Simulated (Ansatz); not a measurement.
**Nudged elastic band, with input and output: AlNH6S**

- system: AlNH6S
- method: RKS BHLYP-D4/cc-pVDZ (Ansatz 0.2.0)

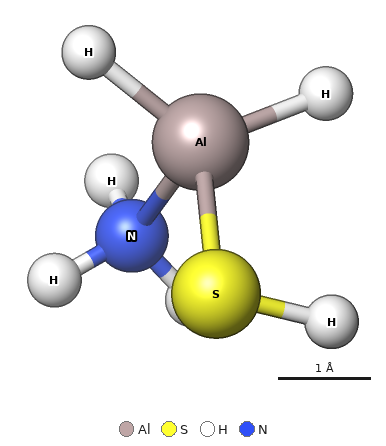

**Figure 1.** The input geometry (ball-and-stick view, seen at a tilt). Sticks mark near contacts.

## Summary

```json
{"quantity": "outcome", "value": "converged"}
{"quantity": "barrier, forward", "value": "1.460 eV"}
{"quantity": "barrier, backward", "value": "0.138 eV"}
{"quantity": "dipole moment (one image of the band)", "value": "2.42 D"}
{"quantity": "hardware", "value": "2 threads of Arm Neoverse V1, 23 GiB of memory available, shared host"}
{"quantity": "wall time", "value": "4.1 min (CPU time 7.9 min)"}
{"quantity": "peak memory", "value": "0.38 GiB"}
```

## Input
```yaml
crystal:
  periodic: [false, false, false]
  atoms:
    - {symbol: Al, position_ang: [-0.549875, 0.253334, -0.736973]}
    - {symbol: S, position_ang: [1.148032, 1.691552, -0.963481]}
    - {symbol: H, position_ang: [-0.492226, -1.049537, -1.656335]}
    - {symbol: H, position_ang: [-1.934530, 0.954818, -0.372542]}
    - {symbol: H, position_ang: [-0.000216, 0.175551, 1.775776]}
    - {symbol: N, position_ang: [-0.096626, -0.567183, 1.089868]}
    - {symbol: H, position_ang: [1.937554, 0.816124, -1.606801]}
    - {symbol: H, position_ang: [0.791182, -1.057891, 1.048803]}
    - {symbol: H, position_ang: [-0.803395, -1.216668, 1.421685]}
basis:
  gaussian: {orbitals: cc-pVDZ}
hamiltonian: {xc: {name: BHLYP}, dispersion: d4}
neb:
  images: 7
  climbing: immediate
  max_iterations: 60
  initial_path: idpp
  final_atoms:
    - {symbol: Al, position_ang: [-0.831048, -0.230790, -0.528812]}
    - {symbol: S, position_ang: [1.078682, 1.538215, -0.851457]}
    - {symbol: H, position_ang: [-0.492497, -0.970532, -1.898611]}
    - {symbol: H, position_ang: [-1.960182, 0.886000, -0.403933]}
    - {symbol: H, position_ang: [1.069413, 1.966588, 0.421740]}
    - {symbol: N, position_ang: [-0.366654, -1.075569, 0.977021]}
    - {symbol: H, position_ang: [2.085558, 0.680344, -0.617464]}
    - {symbol: H, position_ang: [0.140634, -1.944510, 1.010795]}
    - {symbol: H, position_ang: [-0.724007, -0.849646, 1.890721]}
```

Run as:
```bash
ansatz run in.yaml --threads 2 --pin off --events-out ev --progress --plain --max-ram 4352MiB
```

## What the program printed
```
Functional definition: BHLYP
  name "BHLYP"
  cite "Becke, J. Chem. Phys. 98, 1372 (1993) doi:10.1063/1.464304"
  cite "Becke, Phys. Rev. A 38, 3098 (1988) doi:10.1103/PhysRevA.38.3098"
  cite "Lee, Yang & Parr, Phys. Rev. B 37, 785 (1988) doi:10.1103/PhysRevB.37.785"
  parameter a = 0.5
  exchange = (1 - a)*b88_x + a*exact_x
  correlation = lyp_c
884 factors; integrals over basis functions are off by at most 2.7e-4 eV
mean field evaluation 1: about -19018.3259 eV, gradient 3.6e1 eV
mean field evaluation 2: about -19019.0740 eV, gradient 3.1e1 eV
mean field evaluation 4: about -19021.0217 eV, gradient 8.3e-1 eV
mean field evaluation 8: about -19021.0669 eV, gradient 1.5e-2 eV
mean field -19021.06692391 eV, -699.0113165116 hartree, gradient 2.4e-5 eV, S^2 0.000000; 0 other end points of the search recorded, 0 dependent functions left out
the calculation of the forces begins
reference -19021.06709797 eV, -699.0113229079 hartree; 21, 21 occupied and 59, 59 virtual orbitals, 884 factors
882 factors; integrals over basis functions are off by at most 1.2e-3 eV
mean field evaluation 16: about -19014.9003 eV, gradient 4.8e1 eV
mean field -19019.74786532 eV, -698.9628420023 hartree, gradient 4.5e-5 eV, S^2 0.000000; 0 other end points of the search recorded, 0 dependent functions left out
[... from here on the field's lines of each further geometry are left out, up to the last ...]
WARN: NEB end point (image 0): max|allowed force component| = 3.055e-1 eV/Å (the criterion of neb.relax_end_points is 1.000e-2). That is over neb.f_tol: it is no minimum, so the barrier can be far off. Relax it first
WARN: NEB end point (image 8): max|allowed force component| = 2.825e-1 eV/Å (the criterion of neb.relax_end_points is 1.000e-2). That is over neb.f_tol: it is no minimum, so the barrier can be far off. Relax it first
NEB iter   1: max|band force component| = 3.756e0 eV/Å  barrier→ = 4.5246 eV  barrier← = 3.2018 eV  CI = image 4  Δτ_max = 0.2000 Å  (235 SCF iters)
NEB iter   2: max|band force component| = 3.218e0 eV/Å  barrier→ = 3.7944 eV  barrier← = 2.4716 eV  CI = image 4  Δτ_max = 0.2000 Å  (207 SCF iters)
NEB iter   3: max|band force component| = 3.290e0 eV/Å  barrier→ = 3.0991 eV  barrier← = 1.7762 eV  CI = image 4  Δτ_max = 0.1015 Å  (204 SCF iters)
NEB iter   4: max|band force component| = 2.365e0 eV/Å  barrier→ = 2.7044 eV  barrier← = 1.3815 eV  CI = image 4  Δτ_max = 0.2000 Å  (203 SCF iters)
NEB iter   5: max|band force component| = 2.066e0 eV/Å  barrier→ = 1.9579 eV  barrier← = 0.6351 eV  CI = image 4  Δτ_max = 0.2000 Å  (201 SCF iters)
NEB iter   6: max|band force component| = 3.581e0 eV/Å  barrier→ = 1.4526 eV  barrier← = 0.1297 eV  CI = image 5  Δτ_max = 0.1012 Å  (198 SCF iters)
NEB iter   7: max|band force component| = 8.557e-1 eV/Å  barrier→ = 1.4640 eV  barrier← = 0.1412 eV  CI = image 5  Δτ_max = 0.1709 Å  (204 SCF iters)
NEB iter   8: max|band force component| = 1.698e0 eV/Å  barrier→ = 1.4693 eV  barrier← = 0.1464 eV  CI = image 5  Δτ_max = 0.0854 Å  (196 SCF iters)
NEB iter   9: max|band force component| = 1.071e0 eV/Å  barrier→ = 1.4604 eV  barrier← = 0.1376 eV  CI = image 5  Δτ_max = 0.0851 Å  (188 SCF iters)
NEB iter  10: max|band force component| = 4.173e-1 eV/Å  barrier→ = 1.4606 eV  barrier← = 0.1378 eV  CI = image 5  Δτ_max = 0.0641 Å  (196 SCF iters)
NEB iter  11: max|band force component| = 1.740e-1 eV/Å  barrier→ = 1.4608 eV  barrier← = 0.1379 eV  CI = image 5  Δτ_max = 0.0454 Å  (182 SCF iters)
NEB iter  12: max|band force component| = 5.068e-1 eV/Å  barrier→ = 1.4613 eV  barrier← = 0.1385 eV  CI = image 5  Δτ_max = 0.0212 Å  (179 SCF iters)
NEB iter  13: max|band force component| = 1.427e-1 eV/Å  barrier→ = 1.4607 eV  barrier← = 0.1378 eV  CI = image 5  Δτ_max = 0.0227 Å  (167 SCF iters)
NEB iter  14: max|band force component| = 5.197e-2 eV/Å  barrier→ = 1.4604 eV  barrier← = 0.1376 eV  CI = image 5  Δτ_max = 0.0099 Å  (161 SCF iters)
the calculation of the forces begins
reference -19019.76171372 eV, -698.9633509219 hartree; 21, 21 occupied and 59, 59 virtual orbitals, 885 factors
these checks for a lower state are left out or cut short: stability, starts, cluster_reference, orbital_swaps, neighbouring_geometries, increment
882 factors; integrals over basis functions are off by at most 1.3e-3 eV
mean field -19019.75712232 eV, -698.9631821907 hartree, gradient 3.9e-6 eV, S^2 0.000000; 0 other end points of the search recorded, 0 dependent functions left out
the calculation of the forces begins
reference -19019.75730691 eV, -698.9631889744 hartree; 21, 21 occupied and 59, 59 virtual orbitals, 882 factors
NEB iter  15: max|band force component| = 2.187e-2 eV/Å  barrier→ = 1.4604 eV  barrier← = 0.1375 eV  CI = image 5  CI's point: of a kind that is not told: the force calls were inconclusive, a negative curvature could not be distinguished from the path's own, the only one lies far off the path, or fixed occupations may fill a level only in part  Δτ_max = 0.0000 Å  (1061 SCF iters)
```

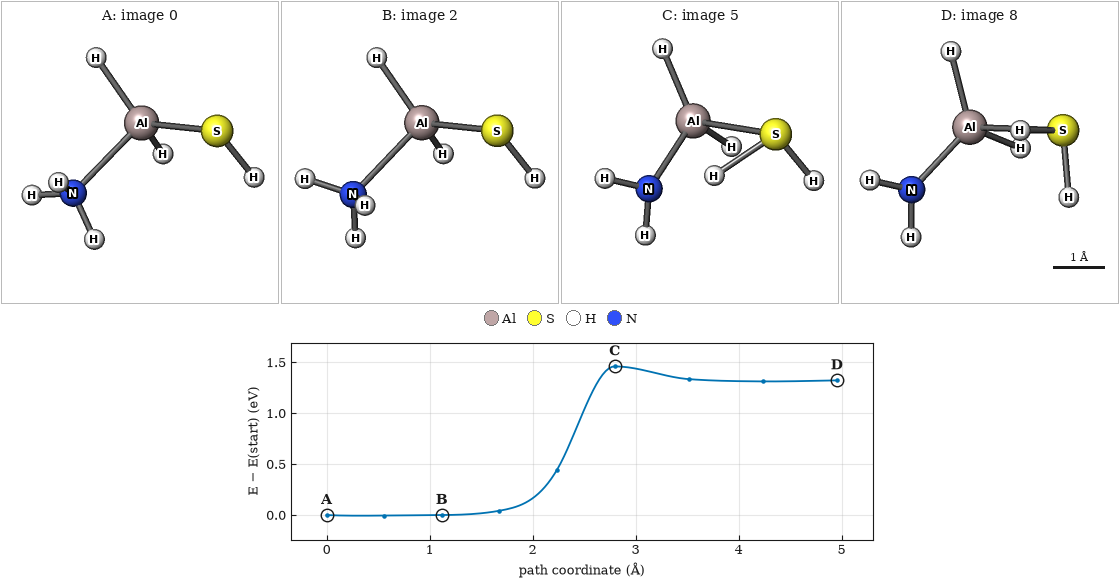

**Figure 2.** Images of the last band (counted from 0; ball-and-stick, seen at a tilt) above the energy along the path; the line is a cubic interpolation that uses the forces. The highest image is number 5, 1.460 eV above the start and 0.138 eV above the end (the climbing image); the end lies 1.323 eV above the start. The path is 4.95 Å long. The band converged in 15 iterations. The end points carry forces over 0.1 eV/Å, so they aren't fully relaxed minima and the barriers are approximate.

```
Total energy: -19019.81329317 eV, -698.9652464315 hartree
Atom 0 at    -0.805020    -0.007902    -0.696699 Å, force    -0.001155    -0.001685     0.001769 eV/Å
Atom 1 at     0.957946     1.721904    -0.028797 Å, force     0.004157     0.007452    -0.002113 eV/Å
Atom 2 at    -0.296941    -0.616452    -2.062401 Å, force     0.000521     0.000976     0.000236 eV/Å
Atom 3 at    -2.190995     0.713848    -0.481237 Å, force    -0.000053    -0.000462     0.001134 eV/Å
Atom 4 at     0.769339     0.496389     0.777902 Å, force    -0.001440    -0.003733     0.002968 eV/Å
Atom 5 at    -0.104761    -0.846833     0.848647 Å, force    -0.006428    -0.005768    -0.011430 eV/Å
Atom 6 at     1.940460     1.187638    -0.778916 Å, force    -0.000252    -0.000657    -0.000002 eV/Å
Atom 7 at     0.417976    -1.708785     0.749920 Å, force     0.002040     0.002073     0.006140 eV/Å
Atom 8 at    -0.688105    -0.939707     1.671582 Å, force     0.002610     0.001804     0.001298 eV/Å
Dipole moment:     0.271654    -0.324980     0.273054 e Å
```

## The last band as extended XYZ (Å, eV, eV/Å)
```
9
Properties=species:S:1:pos:R:3:forces:R:3 image=0 energy=-19021.27348
Al   -0.5499    0.2533   -0.7370   -0.3055  -0.0494  -0.2053
S     1.1480    1.6916   -0.9635    0.0821   0.1425   0.0206
H    -0.4922   -1.0495   -1.6563    0.0018   0.0735   0.0551
H    -1.9345    0.9548   -0.3725    0.0716  -0.0428  -0.0153
H    -0.0002    0.1756    1.7758    0.0035  -0.0794   0.0232
N    -0.0966   -0.5672    1.0899    0.0239  -0.0288   0.0640
H     1.9376    0.8161   -1.6068    0.0957  -0.0348  -0.0564
H     0.7912   -1.0579    1.0488   -0.0444  -0.0026   0.0740
H    -0.8034   -1.2167    1.4217    0.0713   0.0217   0.0403
9
Properties=species:S:1:pos:R:3:forces:R:3 image=1 energy=-19021.27827
Al   -0.5624    0.2404   -0.7662    0.0003   0.0006   0.0004
S     1.0700    1.7900   -0.8881    0.0010  -0.0011  -0.0005
H    -0.4083   -1.0206   -1.7174   -0.0013   0.0003   0.0004
H    -1.9802    0.8562   -0.4098    0.0005   0.0015   0.0010
H     0.2751    0.1088    1.6871   -0.0046   0.0008   0.0020
N    -0.0925   -0.6154    1.0776    0.0001  -0.0001  -0.0002
H     1.9573    1.0054   -1.5286   -0.0001  -0.0017  -0.0012
H     0.6273   -1.3261    0.9984    0.0033   0.0036   0.0003
H    -0.8863   -1.0387    1.5470    0.0007  -0.0038  -0.0024
9
Properties=species:S:1:pos:R:3:forces:R:3 image=2 energy=-19021.27338
Al   -0.5647    0.2427   -0.7731    0.0016   0.0017   0.0008
S     0.9887    1.8800   -0.7656    0.0011  -0.0002  -0.0023
H    -0.3137   -0.9555   -1.7826    0.0005  -0.0004   0.0013
H    -2.0228    0.7680   -0.4368    0.0017   0.0010   0.0013
H     0.5341   -0.0373    1.5448   -0.0023  -0.0011   0.0057
N    -0.0836   -0.6706    1.0455   -0.0020  -0.0009   0.0004
H     1.9376    1.1692   -1.4040   -0.0001   0.0017  -0.0054
H     0.4118   -1.5487    0.9334    0.0025   0.0013   0.0003
H    -0.8875   -0.8477    1.6383   -0.0028  -0.0031  -0.0021
9
Properties=species:S:1:pos:R:3:forces:R:3 image=3 energy=-19021.23100
Al   -0.6408    0.2435   -0.7961    0.0379   0.0455  -0.0096
S     0.9145    1.8850   -0.5558   -0.0166   0.0534  -0.0898
H    -0.3390   -0.8439   -1.9097    0.0097  -0.0142   0.0270
H    -2.1140    0.7228   -0.4622    0.0232   0.0016   0.0117
H     0.6789   -0.0662    1.2589    0.0164  -0.0816   0.1301
N    -0.0507   -0.7100    0.9612   -0.0099  -0.0137   0.0046
H     1.9306    1.1559   -1.0583   -0.0067   0.0363  -0.0494
H     0.3622   -1.6305    0.8604   -0.0187  -0.0132  -0.0084
H    -0.7417   -0.7566    1.7017   -0.0354  -0.0140  -0.0162
9
Properties=species:S:1:pos:R:3:forces:R:3 image=4 energy=-19020.82841
Al   -0.7354    0.1559   -0.7679    0.2911   0.6393  -0.2982
S     0.9340    1.7674   -0.2379   -0.1999   0.2549  -0.4806
H    -0.3439   -0.7202   -2.0212   -0.0391  -0.1085   0.0442
H    -2.1819    0.7170   -0.4720    0.0008  -0.0725   0.0450
H     0.6302    0.1135    0.9422   -0.5731  -1.4691   0.7076
N    -0.0373   -0.7342    0.9003    0.2479   0.2753   0.0739
H     1.9430    1.1261   -0.8611   -0.0403   0.0284  -0.0556
H     0.4391   -1.6264    0.8083    0.1741   0.2255  -0.0168
H    -0.6480   -0.7990    1.7093    0.1384   0.2267  -0.0196
9
Properties=species:S:1:pos:R:3:forces:R:3 image=5 energy=-19019.81312
Al   -0.8050   -0.0079   -0.6967   -0.0012  -0.0017   0.0018
S     0.9579    1.7219   -0.0288    0.0042   0.0075  -0.0021
H    -0.2969   -0.6165   -2.0624    0.0005   0.0010   0.0002
H    -2.1910    0.7138   -0.4812   -0.0001  -0.0005   0.0011
H     0.7693    0.4964    0.7779   -0.0014  -0.0037   0.0030
N    -0.1048   -0.8468    0.8486   -0.0064  -0.0058  -0.0114
H     1.9405    1.1876   -0.7789   -0.0003  -0.0007   0.0000
H     0.4180   -1.7088    0.7499    0.0020   0.0021   0.0061
H    -0.6881   -0.9397    1.6716    0.0026   0.0018   0.0013
9
Properties=species:S:1:pos:R:3:forces:R:3 image=6 energy=-19019.93822
Al   -0.8363   -0.1409   -0.6612   -0.0072  -0.0171  -0.0007
S     0.9451    1.8535   -0.0568    0.0044   0.0152  -0.0120
H    -0.2185   -0.5352   -2.0640    0.0028   0.0037   0.0044
H    -2.1668    0.6944   -0.4889    0.0046   0.0014   0.0018
H     1.0607    0.9318    0.9252    0.0363   0.0513   0.0150
N    -0.2692   -1.0830    0.7810   -0.0177  -0.0309   0.0108
H     1.9539    1.3248   -0.7742    0.0037   0.0072  -0.0090
H     0.3437   -1.8811    0.7118   -0.0104  -0.0165  -0.0078
H    -0.8127   -1.1643    1.6270   -0.0165  -0.0144  -0.0025
9
Properties=species:S:1:pos:R:3:forces:R:3 image=7 energy=-19019.96062
Al   -0.8183   -0.1755   -0.6530    0.0017  -0.0017   0.0024
S     0.9167    1.8912   -0.1686    0.0001  -0.0021  -0.0021
H    -0.2087   -0.4626   -2.0866    0.0001  -0.0001  -0.0017
H    -2.1127    0.7039   -0.4181    0.0006   0.0008   0.0009
H     1.0939    1.4899    1.1040   -0.0005   0.0057   0.0007
N    -0.3395   -1.2774    0.6840   -0.0046   0.0000   0.0012
H     2.0128    1.2443   -0.6061    0.0006  -0.0010   0.0019
H     0.3010   -2.0499    0.5931    0.0011  -0.0006  -0.0043
H    -0.8452   -1.3638    1.5513    0.0009  -0.0010   0.0010
9
Properties=species:S:1:pos:R:3:forces:R:3 image=8 energy=-19019.95062
Al   -0.7763   -0.1154   -0.6385   -0.2677   0.0511  -0.2825
S     0.9830    1.7940   -0.2645    0.1029   0.1073   0.0262
H    -0.2970   -0.3792   -2.1348   -0.0299   0.0136   0.0881
H    -2.0058    0.8310   -0.2772    0.0700  -0.0566  -0.0211
H     0.8644    1.8137    1.0735   -0.0365   0.0546   0.0804
N    -0.3233   -1.3439    0.5790    0.0657  -0.0543   0.0980
H     2.0478    0.9763   -0.2170    0.0854  -0.0320  -0.0516
H     0.2569   -2.1453    0.3927    0.0001  -0.0380   0.0365
H    -0.7499   -1.4311    1.4868    0.0101  -0.0457   0.0260
```
